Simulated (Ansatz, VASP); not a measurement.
# Au (Gold): VASP beside Ansatz

Aim: how closely do two programs agree when they are given the same cell, functional and k mesh? The cell comes out of the VASP series on this material, whose earlier steps may have relaxed, scaled or displaced it; both programs get it as it stands.

Program: Ansatz 0.2.0. Level of theory: plane waves, with VASP 6.6.1 beside it; relaxation of cell and atoms at PBEsol. Results are calculated unless marked as measured.

## Step 1: Starting point

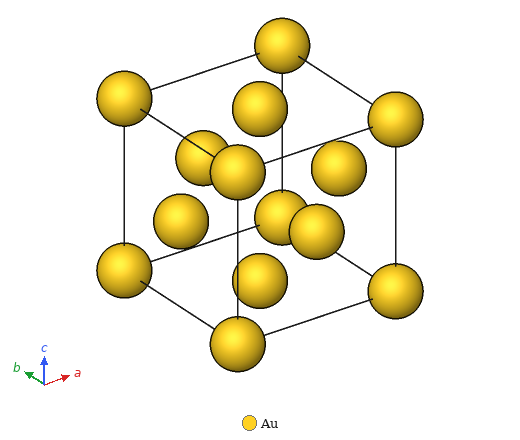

The cell as given, from a free direction (gold yellow). This picture shows the conventional cell, with its axes. Some periodic images of atoms are drawn too.

## Step 2: VASP: relaxation of cell and atoms, PBEsol

The relaxed volume is the usual yardstick between codes: its relative difference is about their pressure difference at one cell divided by the bulk modulus.

Lines of VASP's logs that name or quote its potential files are left out, and so is its time.

INCAR reads:

```
SYSTEM = Au
PREC = Accurate
ENCUT = 400
EDIFF = 1E-07
NELM = 100
ISMEAR = 1
SIGMA = 0.15
LREAL = .FALSE.
ALGO = Normal
GGA = PS
NBANDS = 11
LORBIT = 11
LWAVE = .FALSE.
LCHARG = .FALSE.
KPAR = 12
IBRION = 2
NSW = 50
ISIF = 3
EDIFFG = -0.003
```

POSCAR reads:

```
Au
1.0
    0.0000000000      2.0403837705      2.0403837705
    2.0403837705      0.0000000000      2.0403837705
    2.0403837705      2.0403837705      0.0000000000
Au
1
Direct
    0.0000000000      0.0000000000      0.0000000000
```

KPOINTS reads:

```
Automatic mesh
0
Gamma
14 14 14
0 0 0
```

Potentials, in the order of the species: Au (PBE family, release 64).

Run with:

```console
mpirun -np 12 vasp_std
```

Numbers of over 12 decimals in the logs are rounded to 6 here.

The log of the run:

```text
[banner, memory and clock lines left out]
running   12 mpi-ranks, on    1 nodes
 distrk:  each k-point on    1 cores,   12 groups
 distr:  one band on    1 cores,    1 groups

 POSCAR found type information on POSCAR Au
 POSCAR found :  1 types and       1 ions
|                                                                             |
|           W    W    AA    RRRRR   N    N  II  N    N   GGGG   !!!           |
|           W    W   A  A   R    R  NN   N  II  NN   N  G    G  !!!           |
|           W    W  A    A  R    R  N N  N  II  N N  N  G       !!!           |
|           W WW W  AAAAAA  RRRRR   N  N N  II  N  N N  G  GGG   !            |
|           WW  WW  A    A  R   R   N   NN  II  N   NN  G    G                |
|           W    W  A    A  R    R  N    N  II  N    N   GGGG   !!!           |
|                                                                             |
|     For optimal performance we recommend to set                             |
|       NCORE = 2 up to number-of-cores-per-socket                            |
|     NCORE specifies how many cores store one orbital (NPAR=cpu/NCORE).      |
|     This setting can greatly improve the performance of VASP for DFT.       |
|     The default, NCORE=1 might be grossly inefficient on modern             |
|     multi-core architectures or massively parallel machines. Do your        |
|     Unfortunately you need to use the default for GW and RPA                |
|     calculations (for HF NCORE is supported but not extensively tested      |
|     yet).                                                                   |
|                                                                             |

|                                                                             |
|               ----> ADVICE to this user running VASP <----                  |
|                                                                             |
|     You enforced a specific xc type in the INCAR file but a different       |
|     [... a line on the potential file left out ...]
|     I HOPE YOU KNOW WHAT YOU ARE DOING!                                     |
|                                                                             |

 LDA part: xc-table for (Slater+PW92), standard interpolation
 POSCAR, INCAR and KPOINTS ok, starting setup
 FFT: planning ... GRIDC
 FFT: planning ... GRID_SOFT
 FFT: planning ... GRID
 WAVECAR not read
 entering main loop
       N       E                     dE             d eps       ncg     rms          rms(c)
DAV:   1     0.357743203631E+02    0.35774E+02   -0.48389E+03  2568   0.709E+02
DAV:   2    -0.385804388215E+01   -0.39632E+02   -0.37735E+02  2615   0.165E+02
DAV:   3    -0.425831254691E+01   -0.40027E+00   -0.40008E+00  2602   0.161E+01
DAV:   4    -0.425959156318E+01   -0.12790E-02   -0.12790E-02  2561   0.106E+00
DAV:   5    -0.425960077185E+01   -0.92087E-05   -0.92083E-05  2630   0.865E-02    0.969E+00
DAV:   6    -0.394783637896E+01    0.31176E+00   -0.89467E-01  2429   0.799E+00    0.598E+00
DAV:   7    -0.392439011701E+01    0.23446E-01   -0.80792E-02  2579   0.237E+00    0.285E+00
DAV:   8    -0.392140131113E+01    0.29888E-02   -0.17182E-03  2483   0.403E-01    0.292E-01
DAV:   9    -0.392139078868E+01    0.10522E-04   -0.81867E-06  2555   0.262E-02    0.137E-02
DAV:  10    -0.392139412251E+01   -0.33338E-05   -0.10732E-06  2566   0.885E-03    0.113E-03
DAV:  11    -0.392139419291E+01   -0.70404E-07   -0.43118E-08  1570   0.181E-03
   1 F= -.39213942E+01 E0= -.39216546E+01  d E =-.392139E+01
 curvature:   0.00 expect dE= 0.000E+00 dE for cont linesearch  0.000E+00
 trial: gam= 0.00000 g(F)=  0.192E-63 g(S)=  0.192E-06 ort = 0.000E+00 (trialstep = 0.100E+01)
 search vector abs. value=  0.192E-06
 reached required accuracy - stopping structural energy minimisation
```

OUTCAR, selected parts (step 2):

```text
ion  position               nearest neighbor table
   1  0.000  0.000  0.000-

  LATTYP: Found a face centered cubic cell.
 ALAT       =     4.0807675410

 Subroutine GETGRP returns: Found 48 space group operations
 (whereof 48 operations were pure point group operations)

The static configuration has the point symmetry O_h .

 Found    104 irreducible k-points:

   k-points           NKPTS =    104   k-points in BZ     NKDIM =    104   number of bands    NBANDS=     11

   dimension x,y,z NGX =    20 NGY =   20 NGZ =   20
   dimension x,y,z NGXF=    40 NGYF=   40 NGZF=   40

   ENCUT  =  400.0 eV  29.40 Ry    5.42 a.u.   4.71  4.71  4.71*2*pi/ulx,y,z

   NELECT =      11.0000    total number of electrons

 k-points in reciprocal lattice and weights: Automatic mesh
   0.00000000  0.00000000  0.00000000       0.000
   0.07142857  0.00000000  0.00000000       0.003
   0.14285714  0.00000000  0.00000000       0.003
   0.21428571  0.00000000  0.00000000       0.003
   0.28571429  0.00000000  0.00000000       0.003
   0.35714286  0.00000000  0.00000000       0.003
   0.42857143  0.00000000  0.00000000       0.003
   0.50000000  0.00000000  0.00000000       0.001
   0.07142857  0.07142857  0.00000000       0.002
[...]
-0.28571429  0.42857143  0.21428571       0.009
  -0.28571429  0.50000000  0.21428571       0.004

 average (electrostatic) potential at core
       1 -64.0404

 E-fermi :   9.2625

 k-point     1 :       0.0000    0.0000    0.0000
  band No.  band energies     occupation
    ...
      2       4.6322      2.00000
      3       4.6322      2.00000
      4       4.6322      2.00000
      5       6.1731      2.00000
      6       6.1731      2.00000
      7      23.8250      0.00000
      8      27.8388      0.00000
      9      27.8388      0.00000
     10      27.8388      0.00000
     11      32.7153      0.00000

 k-point     2 :       0.0714    0.0000    0.0000
  band No.  band energies     occupation
    ...
      2       4.5736      2.00000
      3       4.6934      2.00000
      4       4.6934      2.00000
      5       6.1457      2.00000
      6       6.1457      2.00000
      7      24.0338      0.00000
      8      26.7347      0.00000
      9      28.0518      0.00000
     10      28.0518      0.00000
     11      33.5431      0.00000

 k-point     3 :       0.1429    0.0000    0.0000
  band No.  band energies     occupation
    ...
      2       4.4437      2.00000
      3       4.8353      2.00000
      4       4.8353      2.00000
      5       6.1100      2.00000
      6       6.1100      2.00000
      7      24.1459      0.00000
      8      24.9640      0.00000
      9      28.6251      0.00000
     10      28.6251      0.00000
     11      32.2736      0.00000

  Total       -0.0011510     -0.0011510     -0.0011510      0.0000000      0.0000000     -0.0000000
  in kB       -0.1085503     -0.1085503     -0.1085503      0.0000000      0.0000000     -0.0000000
  external PRESSURE =      -0.1085503 kB  Pullay stress =       0.0000000 kB

  energy-cutoff  :      400.00
  volume of cell :       16.99
      direct lattice vectors                 reciprocal lattice vectors
     0.000000000  2.040383771  2.040383771    -0.245051939  0.245051939  0.245051939
     2.040383771  0.000000000  2.040383771     0.245051939 -0.245051939  0.245051939
     2.040383771  2.040383771  0.000000000     0.245051939  0.245051939 -0.245051939

 POSITION                                       TOTAL-FORCE (eV/Angst)
 -----------------------------------------------------------------------------------
      0.00000      0.00000      0.00000         0.000000      0.000000      0.000000
 -----------------------------------------------------------------------------------
    total drift:                                0.000000      0.000000      0.000000

  FREE ENERGIE OF THE ION-ELECTRON SYSTEM (eV)
  ---------------------------------------------------
  free  energy   TOTEN  =        -3.9213941929 eV

  energy  without entropy=       -3.9221755377  energy(sigma->0) =       -3.92165464

 reached required accuracy - stopping structural energy minimisation

 total charge
# of ion       s       p       d       tot
------------------------------------------
    1        0.536   0.361   8.749   9.646

[... 3 further parts left out ...]
```

CONTCAR:

```
Au
   1.00000000000000
     0.0000000000000000    2.0403837705000001    2.0403837705000001
     2.0403837705000001    0.0000000000000000    2.0403837705000001
     2.0403837705000001    2.0403837705000001    0.0000000000000000
  Au
     1
Direct
     0.0000000000000000    0.0000000000000000    0.0000000000000000
```

This run has no spin polarisation. Its electron count is odd, so without a moment it is a metal by construction.

## Step 3: Ansatz: relaxation of cell and atoms, PBEsol

Ansatz runs on its default PAW (the set named soft_2) files.

The same cell, functional, mesh and smearing now go to Ansatz, which takes its cutoff from its data sets.

input.yaml reads:

```yaml
crystal:
  lattice:
    - [0.0, 2.0403837705, 2.0403837705]
    - [2.0403837705, 0.0, 2.0403837705]
    - [2.0403837705, 2.0403837705, 0.0]
  atoms:
    - { symbol: Au, position: [0.0, 0.0, 0.0] }
hamiltonian:
  xc: pbesol
  pseudopotentials: { kind: paw }
kpoints:
  mp_grid: { grid: [14, 14, 14] }
scf:
  occupations: { method: methfessel_paxton, width: 0.15 }
relax:
  f_tol: 0.01
  max_steps: 60
  cell: { stress_tol: 0.05 }
output:
  forces: true
  stress: true
  write_density: true
  write_potential: true
  elf: true
  volumetric_format: npy
```

Run with:

```console
ansatz run input.yaml --threads 4 --pin off --max-ram 9216MiB --backend cpu --events-out ev --progress --plain --runs-dir out
```

The log of the run:

```text
Engine: ansatz 0.2.0, aarch64-unknown-linux-gnu
Pseudopotentials: kind: paw
Pseudopotential: Au, paw, valence charge 19, recommended cutoff 420 eV (normal), Au.paw.azcp
Functional definition: PBEsol
  exchange = pbesol_x
  correlation = pbesol_c
Crystal: 1 atoms, lattice volume = 16.989 Å³
Basis set: ecut = 420 eV, 331 PW (Γ), exchange–correlation on 40×40×40 points (8 copies of the dense FFT grid, shifted against one another)
Bands: 14, of which v1, the nominal top of the filled ones, is band 10 counted from 1 (9 counted from 0)
Symmetry: 48 space group operations
Space group: Fm-3m (ITA 225), of the structure as read, at distance tolerance 2.6e-5 Å
k-points: 104 of 2744
Non-local potential: Au, projectors of the file, l = 0: 3, l = 1: 2, l = 2: 2, l = 3: 1
PAW form: soft (Blöchl's): semilocal exchange-correlation on the pseudo side does not see the compensation charge
PAW frozen core: Au, regenerated for the run's functional, and the local potential with it (the file was generated under x = pbe(κ = 0.804, μ = 0.219515), c = pbe(β = 0.066725))
PAW one-centre angular grid: Au, 590 points (default); XC on 64 Gauss nodes
Initial density: superposition of atomic densities (neutral atoms: chi_scale 0, normalization atom), corrected by the library's trained network
Initial wavefunctions: pseudopotential atomic-orbital guess
Functional: x = pbesol(κ = 0.804, μ = 0.123457), c = pbesol(β = 0.046)
SCF iter   1: F=—  HF=-13007.098805 eV  |F-HF|=—  |Δ(HF+E_count)|=         —  Δρ=6.22e-3  dr2=6.10e-3  ethr=1.77e-3  ⟨swp⟩=4.5  Hψ=7066  notcnv=0
preconditioner: auto → none  [insulator: Δε(μ)=0.140 eV  Ē_g=15.990 eV  σ=0.150 eV  W_gap=0.70  n_scr=8 (ndim 8)  ℏωp=29.9 eV  f_vac=0.000  D(μ)=0.26/eV (n_scr^D=0)  ε∞_Penn≈4.5]
SCF iter   2: F=—  HF=-13007.097149 eV  |F-HF|=—  |Δ(HF+E_count)|=   1.66e-3  S|Δr|=    0.00e0  Δρ=2.07e-3  dr2=3.43e-4  ethr=3.21e-5  ⟨swp⟩=2.3  Hψ=2752  notcnv=0
SCF iter   3: F=—  HF=-13007.097044 eV  |F-HF|=—  |Δ(HF+E_count)|=   1.05e-4  S|Δr|=    0.00e0  Δρ=8.50e-4  dr2=2.98e-5  ethr=1.80e-6  ⟨swp⟩=2.5  Hψ=2221  notcnv=0
SCF iter   4: F=—  HF=-13007.097044 eV  |F-HF|=—  |Δ(HF+E_count)|=   9.42e-7  S|Δr|=    0.00e0  Δρ=7.46e-5  dr2=1.44e-7  ethr=1.57e-7  ⟨swp⟩=3.0  Hψ=2275  notcnv=0
SCF iter   5: F=-13007.097044 eV  HF=-13007.097044 eV  |F-HF|=3.42e-10  |Δ(HF+E_count)|=   3.17e-7  S|Δr|=    0.00e0  Δρ=8.91e-6  dr2=3.30e-9  ethr=5.26e-10  ⟨swp⟩=6.7  Hψ=6675  notcnv=0
SCF 1 converged in 5 iterations: F = -13007.097044 eV  dr2 = 3.30e-9
  greatest PAW one-centre occupation: 1.001 electrons in one spin orbital (limit 2), on the Au atom at site 0 (counted from 0), in its partial waves of l = 0
relax step   1: F+E_penalty+E_count = -13007.09704385 eV  Δ(F+E_penalty+E_count) = +0.000e0 eV  max|allowed force component| = 0.000e0 eV/Å  Δτ_max = 0.0000 Å  P = +0.252 GPa  Ω = 16.989 Å³  (5 SCF iters, dr2 threshold 1.00e-7 eV, accepted)
[...]
relax step   2: F+E_penalty+E_count = -13007.09697473 eV  Δ(F+E_penalty+E_count) = +6.913e-5 eV  max|allowed force component| = 0.000e0 eV/Å  Δτ_max = 0.0000 Å  P = -0.473 GPa  Ω = 17.059 Å³  energy of the carried Pulay correction = -2.008e-5 eV  (4 SCF iters, dr2 threshold 1.00e-7 eV, rejected (line search))
[...]
relax step   3: F+E_penalty+E_count = -13007.09705584 eV  Δ(F+E_penalty+E_count) = -1.199e-5 eV  max|allowed force component| = 0.000e0 eV/Å  Δτ_max = 0.0000 Å  P = -0.002 GPa  Ω = 17.013 Å³  energy of the carried Pulay correction = -6.974e-6 eV  (6 SCF iters, accepted)
[...]
relax step   4: F+E_penalty+E_count = -13007.09705842 eV  Δ(F+E_penalty+E_count) = -2.582e-6 eV  max|allowed force component| = 0.000e0 eV/Å  Δτ_max = 0.0000 Å  P = -0.002 GPa  Ω = 17.013 Å³  stress off target by 1.53e-3 GPa  SCF on the basis re-selected at this cell (its energy is not comparable with the rows above)  (2 SCF iters)
basis re-selected at this cell: Δ(F+E_penalty+E_count) = -2.582e-6 eV, ΔP = +0.000 GPa vs the last step (what re-selecting the basis moved, of the pressure what is left beyond the Pulay correction that the steps carried, after the strain that the cell walked since its last selection, with what the two solves' SCF thresholds leave and, on support functions, any second-order correction that the steps lacked; it is no measure of the basis error at this ecutwfc). This SCF's stress stands 1.53e-3 GPa from its target on what of the cell is left free (relax.cell.stress_tol is 5.00e-2 GPa) and its largest allowed force component is 0.00e0 eV/Å (relax.f_tol is 1.00e-2 eV/Å): [rest of the remark cut]
SCF converged after 2 iterations
Stability not checked: this state was not tested for a lower state beside it, because cold or Methfessel-Paxton smearing, or corrected tetrahedra, fill the levels in a way that the test cannot read (fill_not_monotonic; see scf.lower_state_search)
Free energy (F): -13007.097058 eV
Harris-Foulkes:  -13007.097058 eV  (|F-HF|=5.46e-12)
Internal energy: -13007.097808 eV  (E = F + TS)
E sigma→0 (E₀):  -13007.097246 eV
Entropy (-TS):   0.000749 eV (0.749 meV/atom)
Fermi energy:    20.434683 eV
--- Per-component energies (eV) ---
  E_band       = -209.604853
  E_kinetic    = 604.655536
  E_local      = -1703.441205  (includes V_loc(G=0)·N_el)
  E_nonlocal   = 77.637239
  E_hartree    = 724.878485
  E_xc         = -226.614744
  E_vxc        = -274.652376  (∫ρ·V_xc dr)
  E_paw        = -9565.707996  (= ΣΔE_a)
  E_vpaw       = -363.562434  (= ΣTr[D̂ρ^β])
  E_aug_tail   = 0.001434  (compensation charges beyond the density's cutoff)
  E_ewald      = -2918.816036
  E_core_change = 0.309479  (= ΣΔE_core)
  E_smearing   = 0.000749  (= −TS)
  E_closure    = -0.000000  (closes the sum)
  Σ components = -13007.097058   (vs F -13007.097058, Δ=0.00e0)
--- Forces (eV/Å), atoms counted from 1 ---
  atom   1  Au     0.00000000     0.00000000    -0.00000000
  max |Σ_I F_I| component: 3.94e-31 eV/Å
--- Stress (GPa, compression-positive) ---
       -0.001527      -0.000000      -0.000000
       -0.000000      -0.001527      -0.000000
       -0.000000      -0.000000      -0.001527
  P = ⅓ Tr σ = -0.0015 GPa (-0.015 kbar)
--- Band table (eV; the first three rows and the last of 104) ---
  k-point 0: bands = [... 6 lower, 15.8049, 15.8049, 17.3455, 17.3455, 34.9077, 38.9158, 38.9158, 38.9158]
  k-point 1: bands = [... 6 lower, 15.8662, 15.8662, 17.3180, 17.3180, 35.1153, 37.8283, 39.1284, 39.1284]
  k-point 2: bands = [... 6 lower, 16.0082, 16.0082, 17.2825, 17.2825, 35.2519, 36.0547, 39.7028, 39.7028]
  k-point 103: bands = [... 6 lower, 15.7992, 17.2785, 18.8834, 25.2381, 25.8644, 27.6163, 29.9187, 42.2026]
--- Relaxed structure (3 steps of the walk, 2 accepted, 1 SCFs on fresh bases) ---
  F+E_penalty+E_count = -13007.09705842 eV   max|allowed force component| = 0.000e0 eV/Å   (the final SCF, on the basis selected at the relaxed cell)
  cell:  # Å, volume = 17.0132 Å³
    - [0, 2.041355, 2.041355]
    - [2.041355, 0, 2.041355]
    - [2.041355, 2.041355, 0]
  atoms:
    - { symbol: Au, position: [0.0, 0.0, 0.0] }
```

Elapsed: 1.6 s, on 4 threads of Arm Neoverse V1, shared host; peak memory 0.3 GiB.

## Step 4: Differences

Known differences besides the PAW data sets themselves: both relaxations stop at a tolerance, which leaves soft axes loose, and VASP keeps its plane-wave basis; the data sets hold 19 valence electrons in Ansatz (default PAW (the set named soft_2) files) and 11 in VASP; the cutoff is 420 eV in Ansatz and 400 eV in VASP; Ansatz makes its cores anew for this functional, VASP keeps those of its PBE data sets; VASP leaves aspherical gradient terms in its spheres out (LASPH is not set), Ansatz keeps them; Ansatz adds a Pulay correction to the stress that steers its cell, VASP none. Total energies have different zeros and are not compared.

Both answers:

```
                                         quantity  Ansatz   VASP  difference
                                      volume (Å³)   17.01  16.99     +0.14 %
edge a after relaxation, in the typed setting (Å)   2.887  2.885     +0.05 %
```

The walks stopped with 0.00 GPa left in Ansatz and -0.01 GPa in VASP; each walk ends within a tolerance, so the volume difference is uncertain by about these residues over the bulk modulus, most in soft cells.

## Step 5: Summary of results

```
difference in volume (relaxation of cell and atoms, PBEsol) : 0.14 %
```

In words: The difference in volume is 0.14 % (relaxation of cell and atoms, PBEsol), within the 1.2 % picked in this series as the mark of a large difference, as far as the stopping tolerances let one tell. How closely two codes agree says nothing of how well the functional describes the real material.

[Lines on the potential files, build, host, timing and source positions are cut from VASP's logs without a mark.]

[Logs are printed without paths, hosts, clocks, repeated set-up lines and the standing remarks that a program may print on its own settings, such as how far it seeks lower states.]

[Hosts, paths, dates, database ids (printed as entryN), source tags and the programs' standing remarks are cut or masked in the printed files.]
